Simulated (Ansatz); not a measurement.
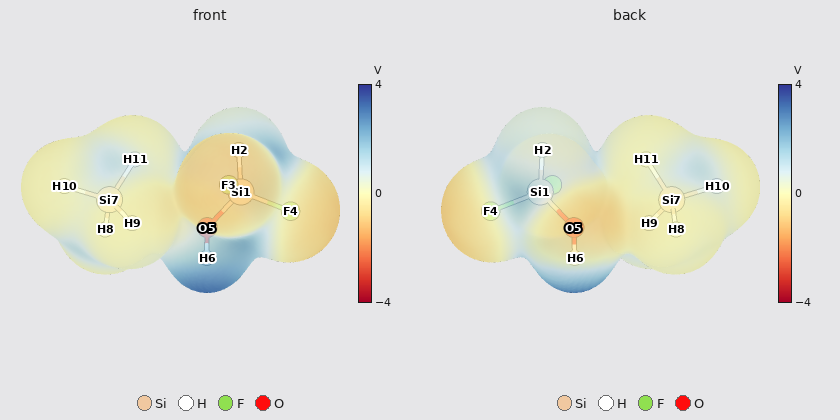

F₂H₂OSi···SiH₄. The molecular electrostatic potential painted on the density surface at 0.002 e/bohr³, seen from the front and from behind; red is negative and blue positive.

These are results of RKS BHLYP-D4/def2-SVP (Ansatz 0.2.0), not measurements.

Input

```
crystal:
  periodic: [false, false, false]
  atoms:
    - { symbol: Si, position_ang: [-0.190424, 0.285273, -0.065784] }
    - { symbol: H, position_ang: [-0.218593, 0.390962, 1.387088] }
    - { symbol: F, position_ang: [1.269304, 0.603498, -0.615547] }
    - { symbol: F, position_ang: [-1.174136, 1.372051, -0.704275] }
    - { symbol: O, position_ang: [-0.565936, -1.202585, -0.608043] }
    - { symbol: H, position_ang: [-1.370986, -1.636929, -0.335545] }
    - { symbol: Si, position_ang: [1.502177, -2.329444, 1.368373] }
    - { symbol: H, position_ang: [0.445907, -3.359364, 1.248007] }
    - { symbol: H, position_ang: [2.188785, -2.1356, 0.075163] }
    - { symbol: H, position_ang: [2.483076, -2.767884, 2.390912] }
    - { symbol: H, position_ang: [0.888326, -1.067278, 1.800252] }
basis:
  gaussian: { orbitals: def2-SVP }
hamiltonian:
  xc: { name: BHLYP }
  dispersion: d4
relax:
  f_tol: 0.03
  max_steps: 50
output:
  orbitals: {}
```

Command:

```sh
ansatz run input.yaml --threads 4 --pin off --max-ram 5120MiB --backend cpu --events-out ev --progress --plain --runs-dir out
```

The fields are those of the run's last geometry, not of the input's.

Q: Describe the electrostatic potential map.

A: The most negative region (about −1.0 V) lies over F3, F4 and O5, the most positive (about +3.1 V) over H6.
